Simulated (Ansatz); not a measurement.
**What do other settings change for TiO2(101) slab with HCOO (88 atoms)?**

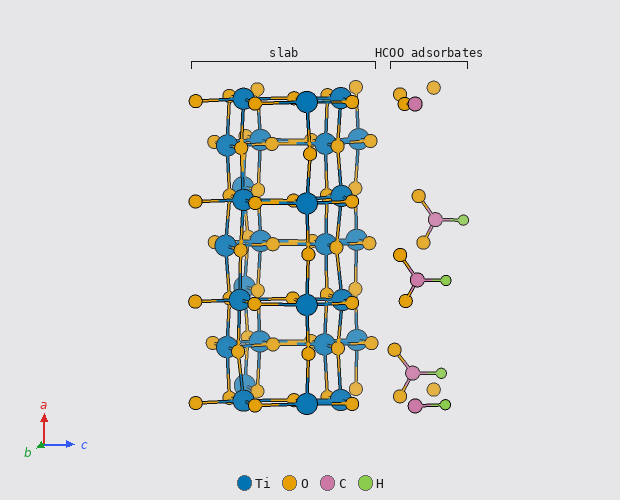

The cell (titanium blue, oxygen orange, carbon pink, hydrogen green). Bonds to atoms that aren't drawn are left out. Some periodic images of atoms are drawn too.

The cell holds 88 atoms: 24 Ti, 56 O, 4 C and 4 H. Its edges and angles: a = 11.355 Å, b = 10.239 Å, c = 23.509 Å, α = 90.0°, β = 90.0°, γ = 90.0°. It derives from TiO2 (anatase). Anatase TiO2 (cell 3.785, 3.785, 9.514, 90, 90, 90), (101) slab of 2 repeat layers, 3 x 1 surface cells, 14 Å of vacuum; atoms within 2.11 Å of the bottom held; 4 HCOO on bridge sites; displaced by a Gaussian of 0.03 Å. Regions: slab, 72 atoms (24 Ti and 48 O); HCOO adsorbates, 16 atoms (4 C, 8 O and 4 H). Vacuum lies along c.

Geometry: as built.

Reference run: Kohn-Sham DFT, PBE+D4, PAW (set soft_2), plane waves (Ansatz 0.2.0), cutoff 420 eV, k-mesh 3×4×1, gaussian smearing of 0.05 eV.

```
r.m.s. force component                           : 1.544 eV/Å
spacing of highest filled and lowest empty level : 0.0181 eV
SCF cycles                                       : 61
time                                             : 17 s on 1 × NVIDIA H100 80GB HBM3 with 5 threads of AMD EPYC 7R13 (Zen 3), shared host
```

**Question.** The cell is repeated and solved at Γ. How do error, time and memory go?
- plane waves, 88 atoms (1×1×1)
- support functions, 88 atoms (1×1×1)
- plane waves, 176 atoms (1×2×1)
- support functions, 176 atoms (1×2×1)
- plane waves, 352 atoms (2×2×1)
- support functions, 352 atoms (2×2×1)
- support functions, 792 atoms (3×3×1)
- support functions, 1408 atoms (4×4×1)

Differences are against the typed cell on a 3×4×1 mesh, which samples like Γ on 1056 atoms (r.m.s. force component 1.54 eV/Å). Every repeated cell is solved at Γ, and forces are averaged over the copies of each atom. Hardware: 1 × NVIDIA H100 80GB HBM3 with 5 threads of AMD EPYC 7R13 (Zen 3), shared host.

| atoms | repeats | basis | Δ force, r.m.s. (meV/Å) | Δ energy (meV/atom) | less plane waves of the same size (meV/atom) | spread among copies (meV/Å) | SCF cycles | time | host memory (GiB) | planned on the GPU (GiB) |
| --- | --- | --- | --- | --- | --- | --- | --- | --- | --- | --- |
| 88 | 1×1×1 | plane waves | 24.0 | -1.96 | - | - | 46 | 3.6 s | 1.5 | 5.3 |
| 88 | 1×1×1 | support functions | 24.4 | -7.56 | -5.6 | - | 31 | 9.7 s | 1.6 | 5.7 |
| 176 | 1×2×1 | plane waves | 21.2 | -0.880 | - | 0 | 59 | 8.1 s | 2.1 | 12 |
| 176 | 1×2×1 | support functions | 21.7 | -6.46 | -5.6 | 0.046 | 33 | 16 s | 2.4 | 10 |
| 352 | 2×2×1 | plane waves | 0.275 | -0.0352 | - | 0 | 64 | 24 s | 2.5 | 38 |
| 352 | 2×2×1 | support functions | 3.15 | -5.59 | -5.6 | 0.06 | 33 | 26 s | 3.1 | 18 |
| 792 | 3×3×1 | support functions | 3.23 | -5.57 | - | 0.055 | 35 | 62 s | 5.4 | 35 |
| 1408 | 4×4×1 | support functions | 3.18 | -5.57 | - | 0.06 | 37 | 2.3 min | 9.7 | 65 |

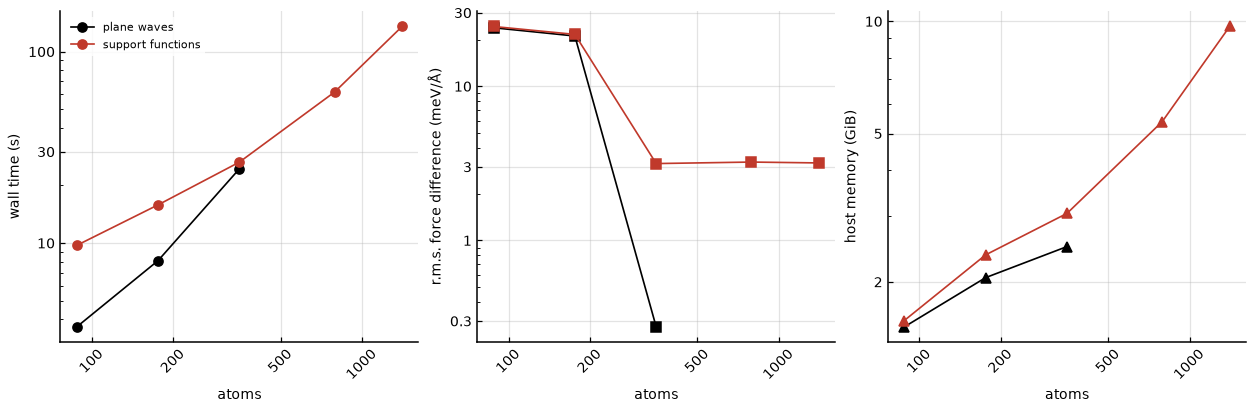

Time, error and memory against the number of atoms.

Repeating the cell at Γ samples more k-points: in plane waves the energy difference from the dense mesh goes from -1.96 meV/atom at 88 atoms to -0.0352 at 352, and the force difference from 24 to 0.28 meV/Å. With plane waves, the time grows as the 1.6 power of the atom count between the two largest sizes, 176 and 352 atoms. The smaller run is short enough for fixed overheads to flatten this slope. With support functions, the time grows as the 1.4 power of the atom count between the two largest sizes, 792 and 1408 atoms. At equal size the support functions lie 5.6 meV/atom below plane waves, likely because their grid holds more waves than 420 eV; no run tests this. Support functions take 2.7 times the time of plane waves at 88 atoms and 1.1 times at 352, so no crossover is reached among the sizes that both ran. Each time is a single run, so ratios and crossover are rough. The bases also began from different starting densities. At the largest size the support functions' forces differ from the reference by 0.21 % of the r.m.s. force, which holds the difference of sampling between the two as well as that of the basis.

[Logs are printed without paths, hosts, clocks, repeated set-up lines and the standing remarks that a program may print on its own settings, such as how far it seeks lower states.]

[Hosts, paths, dates, database ids (printed as entryN), source tags and the programs' standing remarks are cut or masked in the printed files.]
